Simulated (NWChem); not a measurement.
# One shape, several levels: CH2F2 (difluoromethane)

Aim: a comparison of 6 runs (PBE/aug-cc-pVDZ, BLYP/aug-cc-pVDZ, SVWN5/aug-cc-pVDZ, TPSS/aug-cc-pVDZ, revPBE/aug-cc-pVDZ, CCSD(T)/aug-cc-pVDZ) of CH2F2 (difluoromethane). 

The results are computed with NWChem 7.3.0.

**1. The structure to begin with**

CH2F2: 5 atoms, total charge 0, spin state singlet. As SMILES, `FCF`. The coordinates come from a PBE0-D4/def2-TZVP relaxation.

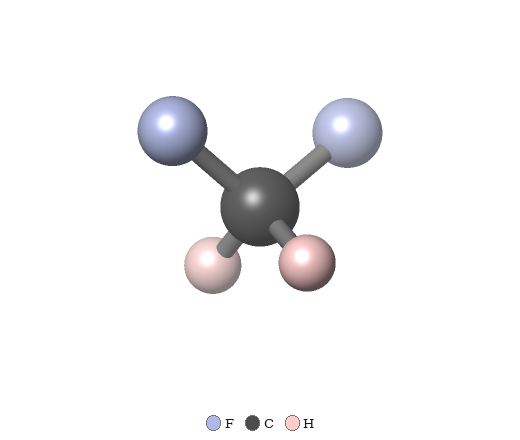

Viewed from a chosen angle; fluorine light blue, carbon dark grey, hydrogen pink.

**2. Energy and gradient at PBE/aug-cc-pVDZ (run 1)**

Contents of work.nw:

```
start work
title "CH2F2 gradient"
memory total 2200 mb

geometry units angstroms noautosym nocenter noautoz
  F     -1.073300     0.191200     0.698300
  C      0.010100    -0.016900    -0.082300
  F      1.090500    -0.179200     0.713200
  H     -0.142700    -0.932900    -0.659500
  H      0.165300     0.864200    -0.711100
end

basis spherical bse
  * library aug-cc-pVDZ
end

dft
  xc xpbe96 cpbe96
  grid xfine
  convergence energy 1e-08
  maxiter 100
  mulliken
  print low
end

task dft gradient
```

Run with:

```bash
$ nwchem work.nw > work.out
```

The log of the run:

```text
[...]
 d= 0,ls=0.0,diis     1   -238.6758481937 -3.16D+02  1.87D-02  9.71D-01     3.3
[...]
 d= 0,ls=0.0,diis     8   -238.7767773224  8.12D-10  7.76D-07  2.20D-08    20.8
         Total DFT energy =     -238.776777322401
      One electron energy =     -484.428293276335
           Coulomb energy =      194.997409357498
    Exchange-Corr. energy =      -26.814109545590
 Nuclear repulsion energy =       77.468216142026
[...]
      Total Density - Mulliken Population Analysis
     ---------------------------------------------
    Atom       Charge   Shell Charges
 -----------   ------   -------------------------------------------------------
    1 F    9     9.32   2.01  0.89  1.03  0.10  3.33  1.84  0.10  0.00  0.02
    2 C    6     4.74   2.02  0.68  0.09 -0.01  1.98 -0.14 -0.02  0.18 -0.05
    3 F    9     9.32   2.01  0.89  1.03  0.10  3.33  1.84  0.10  0.00  0.02
    4 H    1     1.30   0.78  0.51  0.00  0.02 -0.01
    5 H    1     1.30   0.78  0.51  0.00  0.02 -0.01
[...]
                         DFT ENERGY GRADIENTS
    atom               coordinates                        gradient
                 x          y          z           x          y          z
   1 F      -2.028243   0.361316   1.319596    0.019415  -0.003701  -0.013112
   2 C       0.019086  -0.031936  -0.155524   -0.000048   0.000363   0.014875
   3 F       2.060746  -0.338639   1.347753   -0.019363   0.002939  -0.013383
   4 H      -0.269664  -1.762925  -1.246274    0.001484   0.008876   0.005579
   5 H       0.312372   1.633101  -1.343784   -0.001488  -0.008477   0.006041
 Task  times  cpu:       26.9s     wall:       26.9s
 Total times  cpu:       26.9s     wall:       26.9s
```

It took 28 s on 1 thread of Intel Xeon 6975P-C (Granite Rapids), shared host; peak memory 0.13 GiB.

**3. Energy and forces at BLYP/aug-cc-pVDZ (run 2)**

Contents of mymol.xyz:

```xyz
5

F     -1.073300     0.191200     0.698300
C      0.010100    -0.016900    -0.082300
F      1.090500    -0.179200     0.713200
H     -0.142700    -0.932900    -0.659500
H      0.165300     0.864200    -0.711100
```

Contents of run.py:

```python
from ase.io import read
from ase.calculators.nwchem import NWChem

mol = read('mymol.xyz')

calc = NWChem(
    label='mymol',
    theory='dft',
    memory='2200 mb',
    basis='aug-cc-pVDZ',
    basispar='spherical bse',
    dft={'xc': 'becke88 lyp', 'mult': '1', 'grid': 'xfine', 'convergence': 'energy 1e-08', 'iterations': '100', 'mulliken': None},
)
mol.calc = calc

forces = mol.get_forces()
e = mol.get_potential_energy()
print(f"E = {e:.6f} eV")
print("forces (eV/A):")
for s, f in zip(mol.symbols, forces):
    print(f"{s:2s} {f[0]:10.5f} {f[1]:10.5f} {f[2]:10.5f}")
print("dipole (e A):", mol.get_dipole_moment().round(4))
```

Run with:

```bash
$ export ASE_NWCHEM_COMMAND="nwchem PREFIX.nwi > PREFIX.nwo"
$ python run.py
```

The log of the run:

```text
E = -6503.002064 eV
forces (eV/A):
F    -1.29686    0.24734    0.87808
C     0.00329   -0.03157   -1.20744
F     1.29342   -0.19618    0.89613
H    -0.07040   -0.42140   -0.27249
H     0.07055    0.40186   -0.29429
dipole (e A): [ 0.0007 -0.011  -0.377 ]
```

The calculator wrote mymol.nwi:

```
title "mymol"

permanent_dir mymol

scratch_dir mymol

start mymol

geometry units angstrom nocenter noautosym noautoz
  F  -1.0732999999999999e+00 1.9120000000000001e-01 6.9830000000000003e-01
  C  1.0100000000000000e-02 -1.6899999999999998e-02 -8.2299999999999998e-02
  F  1.0905000000000000e+00 -1.7920000000000000e-01 7.1319999999999995e-01
  H  -1.4269999999999999e-01 -9.3289999999999995e-01 -6.5949999999999998e-01
  H  1.6530000000000000e-01 8.6419999999999997e-01 -7.1109999999999995e-01
end

memory 2200 mb

basis spherical bse noprint
   * library aug-cc-pVDZ
end

dft
  xc becke88 lyp
  mult 1
  grid xfine
  convergence energy 1e-08
  iterations 100
  mulliken
end

task dft gradient
```

mymol.nwo:

```text
Northwest Computational Chemistry Package (NWChem) 7.3.0
             --------------------------------------------------------

           Job information
           ---------------

    nwchem branch   = 7.3.0
    use scalapack   = T
    input           = mymol.nwi
    prefix          = mymol.
    data base       = mymol/mymol.db
    status          = startup
    nproc           =        1

           Memory information
           ------------------

    heap     =     72089596 doubles =      550.0 Mbytes
    stack    =     72089601 doubles =      550.0 Mbytes
    global   =    144179200 doubles =     1100.0 Mbytes (distinct from heap & stack)
    total    =    288358397 doubles =     2200.0 Mbytes
    verify   = yes
    hardfail = no

[... 98 lines left out ...]
  convergence criterion.
[... 36 lines left out ...]
          Spatial weights used:  Erf1
[... 81 lines left out ...]
         Total DFT energy =     -238.980919904245
[... 3 lines left out ...]
 Nuclear repulsion energy =       77.468216142026
[... 680 lines left out ...]
          Convergence on gradient requested:  5.00D-04
[... 23 lines left out ...]
          total energy or number of iterations.
[... 28 lines left out ...]
    atom               coordinates                        gradient
                 x          y          z           x          y          z
   1 F      -2.028243   0.361316   1.319596    0.025220  -0.004810  -0.017076
   2 C       0.019086  -0.031936  -0.155524   -0.000064   0.000614   0.023481
   3 F       2.060746  -0.338639   1.347753   -0.025153   0.003815  -0.017427
   4 H      -0.269664  -1.762925  -1.246274    0.001369   0.008195   0.005299
   5 H       0.312372   1.633101  -1.343784   -0.001372  -0.007815   0.005723

                 ----------------------------------------
                 |  Time  |  1-e(secs)   |  2-e(secs)   |
                 ----------------------------------------
                 |  CPU   |       0.00   |       2.99   |
                 ----------------------------------------
                 |  WALL  |       0.00   |       2.99   |
                 ----------------------------------------

 Task  times  cpu:       22.7s     wall:       22.7s
 Total times  cpu:       22.8s     wall:       22.8s
```

Run time: 24 s. Hardware: 1 thread of Intel Xeon 6975P-C (Granite Rapids), shared host; peak memory 0.13 GiB.

Runs 3 to 5 aren't shown in full; the table further down has their settings and results.

**4. A single-point energy at CCSD(T)/aug-cc-pVDZ (run 6)**

Contents of mol.nw:

```
start mol
title "CH2F2"
memory 2200 mb
charge 0

geometry noautosym nocenter noautoz
  F    -1.073300    0.191200    0.698300
  C     0.010100   -0.016900   -0.082300
  F     1.090500   -0.179200    0.713200
  H    -0.142700   -0.932900   -0.659500
  H     0.165300    0.864200   -0.711100
end

basis spherical bse
  F library aug-cc-pVDZ
  C library aug-cc-pVDZ
  H library aug-cc-pVDZ
end

scf
  nopen 0
  rhf
  thresh 1e-08
  maxiter 80
end

ccsd
  freeze core 3
  maxiter 60
end

task ccsd(t) energy
```

Run with:

```bash
$ nwchem mol.nw > mol.out
```

The log of the run:

```text
[...]
  functions       =    87
[...]
  wavefunction    = RHF
[...]
         Total SCF energy =   -237.931752996106
      One-electron energy =   -484.594971908410
      Two-electron energy =    169.195002770278
 Nuclear repulsion energy =     77.468216142026
        Time for solution =     12.1s
[...]
 Total MP2 energy:           -238.483878213749932
[...]
             energy      energy      error      ampl     ampl      Block
                                                time     time      time
[...]
 Total CCSD energy:           -238.500397236413534
[...]
 Total CCSD+T(CCSD) energy:           -238.516362991244705
[...]
 Total CCSD(T) energy:                -238.514738257994850
[...]
```

Run time: 78 s. Hardware: 1 thread of Intel Xeon 6975P-C (Granite Rapids), shared host; peak memory 0.23 GiB.

**5. All runs side by side**

| run | level | task | integration grid | energy (Eh) | largest force (eV/Å) | wall time |
| --- | --- | --- | --- | --- | --- | --- |
| 1 | PBE/aug-cc-pVDZ | gradient | xfine | -238.776777 | 1.220 | 28 s |
| 2 | BLYP/aug-cc-pVDZ | gradient | xfine | -238.980920 | 1.586 | 24 s |
| 3 | SVWN5/aug-cc-pVDZ | gradient | xfine | -237.379961 | 0.638 | 14 s |
| 4 | TPSS/aug-cc-pVDZ | gradient | xfine | -239.040658 | 1.273 | 32 s |
| 5 | revPBE/aug-cc-pVDZ | gradient | xfine | -238.939689 | 1.476 | 29 s |
| 6 | CCSD(T)/aug-cc-pVDZ | energy | – | -238.514738 | – | 78 s |

**6. What came out**

| quantity | value |
| --- | --- |
| run 6: total energy | -238.51474 Eh |
| run 6: HOMO energy (Hartree–Fock orbitals) | -14.56 eV |
| run 6: LUMO energy (Hartree–Fock orbitals) | 0.93 eV |
| run 6: HOMO–LUMO gap (Hartree–Fock orbitals) | 15.50 eV |
| run 6: correlation energy (3 core orbitals frozen) | -583.0 mEh |
| run 6: (T) correction | -14.34 mEh |

In words: Over runs 2, 3, 4, 5 the dipole moment (its size) runs from 1.76 D (revPBE/aug-cc-pVDZ) to 1.83 D (SVWN5/aug-cc-pVDZ). Over runs 2, 3, 4 the HOMO–LUMO gap runs from 7.58 eV (BLYP/aug-cc-pVDZ) to 7.99 eV (TPSS/aug-cc-pVDZ). Totals of different functionals can't be ranked against each other. All runs together took 3.4 min, the longest 78 s.
